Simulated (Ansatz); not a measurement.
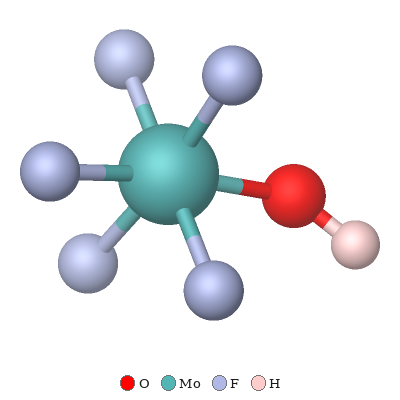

The molecule: MoHOF₅, SMILES [OH][Mo]([F])([F])([F])([F])[F], singlet.

Kohn-Sham orbital energies near the frontier, r2SCAN/def2-TZVPP, the Ansatz code 0.2.0, at a PBE0-D4/def2-TZVP geometry (a minimum by its frequencies), isolated molecule; empty levels in grey, levels within 0.03 eV side by side.

> Where do the frontier orbitals lie?

HOMO at −10.00 eV, LUMO at −5.56 eV, 4.44 eV apart.

> List the levels.

| orbital | energy (eV) |
| --- | --- |
| LUMO+3 | −0.89 |
| LUMO+2 | −5.32 |
| LUMO+1 | −5.48 |
| LUMO | −5.56 |
| HOMO | −10.00 |
| HOMO−1 | −10.04 |
| HOMO−2 | −10.56 |
| HOMO−3 | −10.78 |
| HOMO−4 | −10.84 |

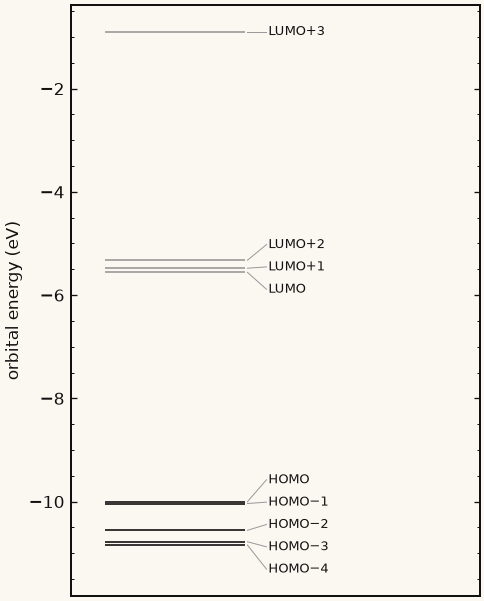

Caveats: core potentials past krypton.
